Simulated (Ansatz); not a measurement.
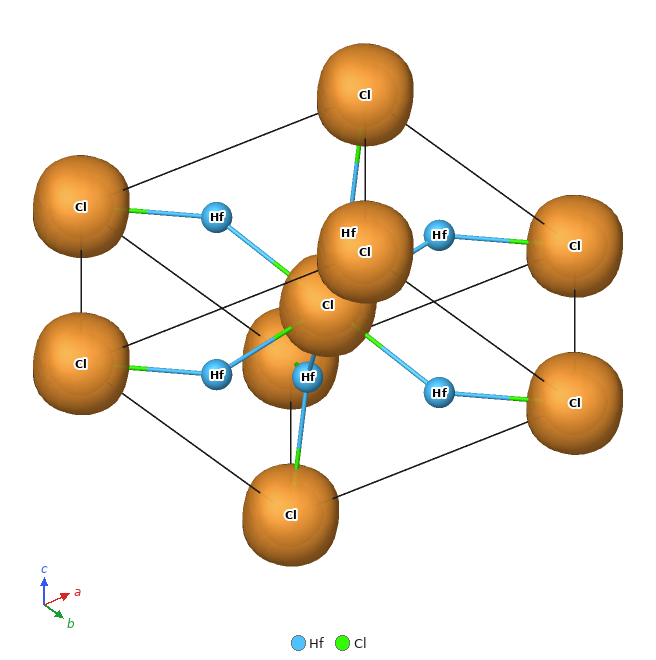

Figure. Hf₂Cl. Isosurface of the electron localisation function at 0.8 (orange), seen at an oblique angle. Core shells and regions of very low density are left out. Sticks mark near contacts.

Space group P4₂/mnm; started from the rutile_136 prototype, which need not be the ambient phase.

All numbers below come from DFT PBE, scalar-relativistic, plane waves, PAW (Ansatz).

Core electrons are frozen (PAW), and the valence fields are smoothed inside the atomic spheres.

Input file:

```
crystal:
  lattice:
    - [6.0770715852, 0.0, 0.0]
    - [0.0, 6.0770715852, 0.0]
    - [0.0, 0.0, 3.3283527517]
  atoms:
    - { symbol: Hf, position: [0.2796923088, 0.2796923088, 0.0] }
    - { symbol: Hf, position: [0.2203076912, 0.7796923088, 0.5] }
    - { symbol: Hf, position: [0.7203076912, 0.7203076912, 0.0] }
    - { symbol: Hf, position: [0.7796923088, 0.2203076912, 0.5] }
    - { symbol: Cl, position: [0.0, 0.0, 0.0] }
    - { symbol: Cl, position: [0.5, 0.5, 0.5] }
basis:
  ecutwfc: 420
kpoints:
  mp_grid: { grid: [6, 6, 12] }
hamiltonian:
  xc: pbe
scf:
  occupations: { method: gaussian, width: 0.1 }
output:
  forces: true
  stress: true
  eigenvalues: true
  write_density: true
  write_potential: true
  elf: true
  volumetric_format: npy
relax:
  adjacent_minimum: "off"
  f_tol: 0.01
  max_steps: 80
  cell: { stress_tol: 0.05 }
```

Run with:

```sh
ansatz run input.yaml --threads 1 --pin off --max-ram 2560MiB --backend cpu --events-out ev --progress --plain --runs-dir out
```

Below, planes, directions and counts refer to the conventional cell (a = 6.17 Å, b = 6.17 Å, c = 3.25 Å, α = 90.00°, β = 90.00°, γ = 90.00°).

The fields are those of the relaxed geometry.

Describe the localisation domains.

Answer. The ELF exceeds this value in two regions wrapped around Cl (the valence shell of each), counted in one cell of 6 atoms. Any copies at cell faces, edges or corners count once. Profiles from the grid: Hf–Cl (2.39 Å): the ELF peaks at about 0.85 in the valence shell of Cl, 0.7 Å from its nucleus, and is about 0.20 at the midpoint: no shared electron pair shows on this line. Hf–Cl (2.55 Å): the ELF peaks at about 0.85 in the valence shell of Cl, 0.7 Å from its nucleus, and is about 0.15 at the midpoint; no localised pair shows between them.
